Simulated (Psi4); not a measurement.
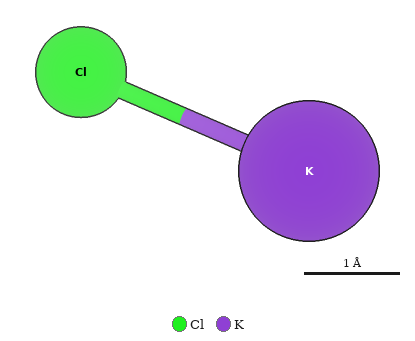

**Figure 1.** The structure as given in the input (ball-and-stick view, seen at an oblique angle). Sticks mark near contacts.

## Run report: KCl, single-point calculation

KCl, multiplicity 3, computed with PBE/def2-TZVP, UKS (Psi4 1.11).

The geometry is that of the parent species in another charge or spin state. The geometry comes from this level: PBE0-D4/def2-TZVP.

## Log
```
Psi4 1.11 release

   => Loading Basis Set <=

    Name: DEF2-TZVP
    Role: ORBITAL
    Keyword: BASIS

         ---------------------------------------------------------
                                   SCF
                              UKS Reference
                        1 Threads,   1525 MiB Core
         ---------------------------------------------------------

  ==> Geometry <==

    Molecular point group: c1
    Full point group: C_inf_v

    Geometry (in Bohr), charge = 0, multiplicity = 3:

       Center              X                  Y                   Z               Mass
    ------------   -----------------  -----------------  -----------------  -----------------
         CL          -0.000000000000     0.000000000000     2.673356986100    34.968852682000
         K            0.000000000000    -0.000000000000    -2.399264213890    38.963706486400

  Running in c1 symmetry.

  Rotational constants: A = ************  B =      0.12695  C =      0.12695 [cm^-1]
  Rotational constants: A = ************  B =   3805.78423  C =   3805.78423 [MHz]
  Nuclear repulsion =   63.675166598412730

  Charge       = 0
  Multiplicity = 3
  Electrons    = 36
  Nalpha       = 19
  Nbeta        = 17

  ==> Algorithm <==

  SCF Algorithm Type is PK.
  DIIS enabled.
  MOM disabled.
  Fractional occupation disabled.
  Guess Type is SAD.
  Energy threshold   = 1.00e-06
  Density threshold  = 1.00e-06
  Integral threshold = 1.00e-12

  ==> Primary Basis <==

  Basis Set: DEF2-TZVP
    Blend: DEF2-TZVP
    Number of shells: 26
    Number of basis functions: 70
    Number of Cartesian functions: 78
    Spherical Harmonics?: true
    Max angular momentum: 3

  ==> DFT Potential <==

   => LibXC <=

    Version 7.1.2

   => Composite Functional: PBE <=

    PBE GGA Exchange-Correlation Functional

    Deriv               =              1
    GGA                 =           TRUE
    Meta                =          FALSE

    Exchange Hybrid     =          FALSE
    MP2 Hybrid          =          FALSE

   => Exchange Functionals <=

    1.0000     XC_GGA_X_PBE

   => Correlation Functionals <=

    1.0000     XC_GGA_C_PBE

   => LibXC Density Thresholds  <==

    XC_GGA_C_PBE:  1.00E-12
    XC_GGA_X_PBE:  1.00E-15

   => Molecular Quadrature <=

    Radial Scheme          =       TREUTLER
    Pruning Scheme         =           NONE
    Nuclear Scheme         =       TREUTLER

    Blocking Scheme        =         OCTREE
    BS radius alpha        =              1
    Pruning alpha          =              1
    Radial Points          =             25
    Spherical Points       =             50
    Total Points           =           2431
    Total Blocks           =             36
    Max Points             =            188
    Max Functions          =             69
    Weights Tolerance      =       1.00E-15

  ==> Integral Setup <==

  Using in-core PK algorithm.
   Calculation information:
      Number of atoms:                   2
      Number of AO shells:              26
      Number of primitives:             58
      Number of atomic orbitals:        78
      Number of basis functions:        70

      Integral cutoff                 1.00e-12
      Number of threads:                 1

  Performing in-core PK
  Using 6177710 doubles for integral storage.
  We computed 56002 shell quartets total.
  Whereas there are 61776 unique shell quartets.

  ==> DiskJK: Disk-Based J/K Matrices <==

    J tasked:                  Yes
    K tasked:                   No
    wK tasked:                  No
    Memory [MiB]:             1139
    Schwarz Cutoff:          1E-12

  Cached 100.0% of DFT collocation blocks in 0.004 [GiB].

  Minimum eigenvalue in the overlap matrix is 2.8636483012E-02.
  Reciprocal condition number of the overlap matrix is 8.6872756854E-03.
    Using symmetric orthogonalization.

  ==> Pre-Iterations <==

  SCF Guess: Superposition of Atomic Densities via on-the-fly atomic UHF (no occupation information).

   -------------------------
    Irrep   Nso     Nmo
   -------------------------
     A         70      70
   -------------------------
    Total      70      70
   -------------------------

  ==> Iterations <==

                        Total Energy        Delta E     RMS |[F,P]|

   @UKS iter SAD: -1059.51909818671129   -1.05952e+03   0.00000e+00
   @UKS iter   1: -1059.64644214358100   -1.27344e-01   4.03911e-03 ADIIS/DIIS
   @UKS iter   2: -1059.65626675678232   -9.82461e-03   2.71193e-03 ADIIS/DIIS
   @UKS iter   3: -1059.66762277847556   -1.13560e-02   3.06605e-04 ADIIS/DIIS
   @UKS iter   4: -1059.66784248208478   -2.19704e-04   1.03589e-04 ADIIS/DIIS
   @UKS iter   5: -1059.66786813057615   -2.56485e-05   2.31762e-05 DIIS
   @UKS iter   6: -1059.66786960182117   -1.47125e-06   6.93992e-06 DIIS
   @UKS iter   7: -1059.66786988566491   -2.83844e-07   5.23826e-06 DIIS
   @UKS iter   8: -1059.66787008824417   -2.02579e-07   5.39602e-06 DIIS
   @UKS iter   9: -1059.66786846717241    1.62107e-06   3.64376e-06 DIIS
   @UKS iter  10: -1059.66786771881925    7.48353e-07   1.94020e-06 DIIS
   @UKS iter  11: -1059.66786768711972    3.16995e-08   8.98504e-07 DIIS
  Energy and wave function converged.

  ==> Post-Iterations <==

   Electrons on quadrature grid:
      Nalpha   =   19.0064155197 ; deviation = 6.416e-03
      Nbeta    =   17.0043347456 ; deviation = 4.335e-03
      Ntotal   =   36.0107502653 ; deviation = 1.075e-02

   @Spin Contamination Metric:   2.861845163E-03
   @S^2 Expected:                2.000000000E+00
   @S^2 Observed:                2.002861845E+00
   @S   Expected:                1.000000000E+00
   @S   Observed:                1.000000000E+00

    Orbital Energies [Eh]
    ---------------------

    Alpha Occupied:

       1A   -128.808003     2A   -100.762686     3A    -12.877079
       4A    -10.290447     5A    -10.290330     6A    -10.289904
       7A     -9.266923     8A     -7.101565     9A     -7.079297
      10A     -7.078306    11A     -1.281466    12A     -0.819297
      13A     -0.687777    14A     -0.687643    15A     -0.687094
      16A     -0.410742    17A     -0.358817    18A     -0.357186
      19A     -0.085114

    Alpha Virtual:

      20A     -0.028383    21A     -0.024175    22A     -0.014926
      23A      0.012246    24A      0.025762    25A      0.026796
      26A      0.033477    27A      0.039777    28A      0.063279
      29A      0.185413    30A      0.185517    31A      0.193713
      32A      0.213216    33A      0.213283    34A      0.270236
      35A      0.287644    36A      0.292985    37A      0.303596
      38A      0.319055    39A      0.345141    40A      0.353962
      41A      0.381378    42A      0.565765    43A      0.568414
      44A      0.593591    45A      0.794530    46A      0.917002
      47A      1.055863    48A      1.056121    49A      1.058470
      50A      1.061162    51A      1.132981    52A      1.541144
      53A      1.555114    54A      1.589765    55A      1.622175
      56A      1.713919    57A      1.872553    58A      1.877125
      59A      1.882122    60A      1.917107    61A      1.934660
      62A      1.969446    63A      2.021133    64A      2.041542
      65A      2.088125    66A      2.089875    67A     10.395202
      68A     10.433161    69A     10.438400    70A     24.063051

    Beta Occupied:

       1A   -128.807710     2A   -100.756860     3A    -12.876681
       4A    -10.290125     5A    -10.290033     6A    -10.289498
       7A     -9.261053     8A     -7.084627     9A     -7.075471
      10A     -7.074588    11A     -1.279764    12A     -0.778508
      13A     -0.684875    14A     -0.684490    15A     -0.683592
      16A     -0.343508    17A     -0.340865

    Beta Virtual:

      18A     -0.327814    19A     -0.053024    20A      0.009976
      21A      0.010772    22A      0.014249    23A      0.043218
      24A      0.059418    25A      0.060848    26A      0.064882
      27A      0.065221    28A      0.092581    29A      0.207579
      30A      0.210278    31A      0.211578    32A      0.234598
      33A      0.235273    34A      0.307500    35A      0.321415
      36A      0.329590    37A      0.333146    38A      0.351154
      39A      0.364353    40A      0.394005    41A      0.398560
      42A      0.582604    43A      0.582907    44A      0.614321
      45A      0.814359    46A      0.930849    47A      1.063095
      48A      1.063367    49A      1.066169    50A      1.066730
      51A      1.141467    52A      1.580720    53A      1.597626
      54A      1.628230    55A      1.628320    56A      1.731345
      57A      1.912995    58A      1.946116    59A      1.950312
      60A      1.964274    61A      1.978083    62A      1.983251
      63A      2.039887    64A      2.100597    65A      2.101783
      66A      2.109644    67A     10.436715    68A     10.439893
      69A     10.445105    70A     24.076373

    Final Occupation by Irrep:
              A
    DOCC [    17 ]
    SOCC [     2 ]
    NA   [    19 ]
    NB   [    17 ]

  @UKS Final Energy: -1059.66786768711972

   => Energetics <=

    Nuclear Repulsion Energy =             63.6751665984127300
    One-Electron Energy =               -1585.5642152975058252
    Two-Electron Energy =                 523.4886847744450051
    DFT Exchange-Correlation Energy =     -61.2675037624715841
    Empirical Dispersion Energy =           0.0000000000000000
    VV10 Nonlocal Energy =                  0.0000000000000000
    Total Energy =                      -1059.6678676871197240

  UHF NO Occupations:
  HONO-2 :   17  A 1.9988763
  HONO-1 :   18  A 1.0000000
  HONO-0 :   19  A 1.0000000
  LUNO+0 :   20  A 0.0011237
  LUNO+1 :   21  A 0.0001469
  LUNO+2 :   22  A 0.0001344
  LUNO+3 :   23  A 0.0000111

Computation Completed

Properties will be evaluated at   0.000000,   0.000000,   0.000000 [a0]

Properties computed using the SCF density matrix

 Multipole Moments:

 ------------------------------------------------------------------------------------
     Multipole            Electronic (a.u.)      Nuclear  (a.u.)        Total (a.u.)
 ------------------------------------------------------------------------------------

 L = 1.  Multiply by 2.5417464519 to convert [e a0] to [Debye]
 Dipole X            :         -0.0000917            0.0000000           -0.0000917
 Dipole Y            :          0.0000013           -0.0000000            0.0000013
 Dipole Z            :          0.9612435           -0.1389513            0.8222922
 Magnitude           :                                                    0.8222922

 ------------------------------------------------------------------------------------

	total time  =          2 seconds =       0.03 minutes
```

## Standard output
```
pbe/def2-TZVP energy: -1059.6678676871 Eh
```

This output came from the following input.

## Input file (clk.py)
```python
import psi4

psi4.set_memory('1600 MB')
psi4.set_num_threads(1)
psi4.set_output_file('output.dat', False)

mol = psi4.geometry("""
0 3
Cl     2.15910658    -0.76639733     1.08800982
K     -2.15910658     0.76639733    -1.08800982
units bohr
symmetry c1
""")

psi4.set_options({
    'reference': 'uks',
    'puream': True,
    'scf_type': 'pk',
    'dft_radial_points': 25,
    'dft_spherical_points': 50,
    'maxiter': 100,
})

e = psi4.energy("pbe/def2-TZVP", molecule=mol)
print(f'pbe/def2-TZVP energy: {e:.10f} Eh')
```

Launch command:
```bash
python clk.py
```

## Summary

```csv
quantity,value
outcome,converged
total energy,−1059.667868 hartree
basis functions,70
⟨S²⟩,2.003
dipole moment,2.09 D
hardware,"1 thread of Intel Xeon @ 2.70GHz, 189 GiB of memory available, shared host"
wall time,4.5 s
peak memory,0.27 GiB
```

## Notes

Settings chosen away from the usual ones: grid set to [25, 50] (from [15, 26]); partner set to triplet (from base). These settings are looser than, or depart from, a standard set-up, so the numbers are not reference values for this system.
